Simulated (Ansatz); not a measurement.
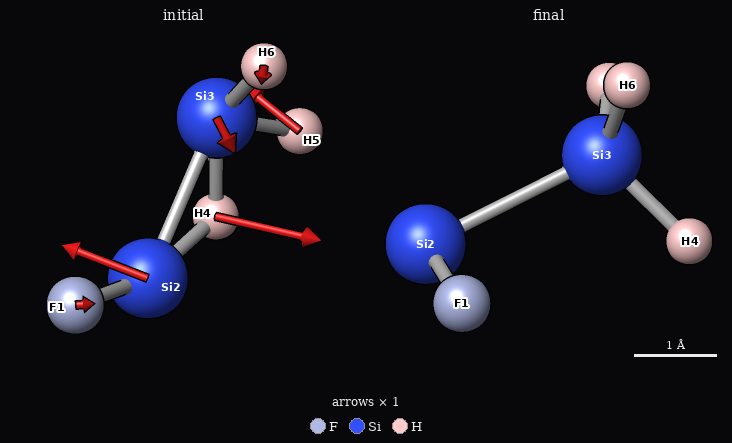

The structure of Si$_{2}$H$_{3}$F before (left) and after (right) a relaxation, at one scale. The red arrows give the displacements, at their true length.

The picture is a ball-and-stick view, seen from a free direction.

It is one of the separated reactants of a reaction.

Theory: RKS PBE-D4/def2-SVP (Ansatz). Set-up: force threshold 0.03 eV/Å; at most 250 steps.

Q: Describe what moved and what it gained.

A: After 24 accepted moves (27 points after the start) the energy has fallen by 4.759 eV. Largest force component: 5.1 eV/Å at the start, 0.011 eV/Å at the end. The line search rejected the trial steps at points 7, 16, 23 of the run. The forces were under the threshold at step 22, but the run went on from there. H4 moves most after the best rigid fit: 1.47 Å. Largest moves by element: H 1.47 Å, Si 1.17 Å, F 0.26 Å. Near-neighbour distances that change, for instance: Si2–H4 1.570 → 3.274 Å, Si2–Si3 2.184 → 2.453 Å, Si3–H4 1.420 → 1.512 Å, F1–Si2 1.597 → 1.662 Å. Among the angles between lasting bonds that change: Si2–Si3–H4 45.8° → 109.0°, H4–Si3–H5 62.7° → 108.2°, H4–Si3–H6 141.8° → 107.2°. The run took 23 s on 2 threads of Intel Xeon Platinum 8259CL @ 2.50GHz, on a shared host.
